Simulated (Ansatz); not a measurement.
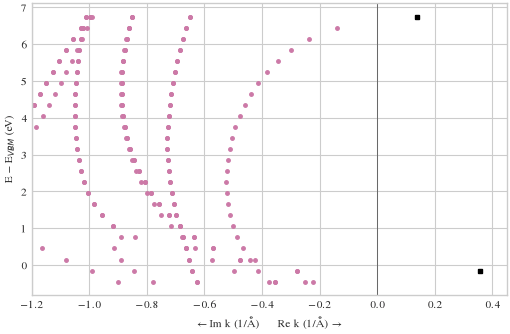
Fig. 1. Complex bands at the centre of the two-dimensional zone; r2SCAN (Ansatz, a first-principles code)

The gap is the functional's own. No spin-orbit coupling. Mid-gap values are those at the computed energy nearest the middle.

Question: This is SiO$_{2}$ (P3_221, 9 atoms a cell, 12.6 Å³ an atom) along the normal of (100). Read off the slowest decay at the centre of the two-dimensional zone at 3.45 eV, the computed energy nearest the middle of the gap.

Answer: κ ≈ 0.50 1/Å, a decay length 1/(2κ) of the density of 0.99 Å.
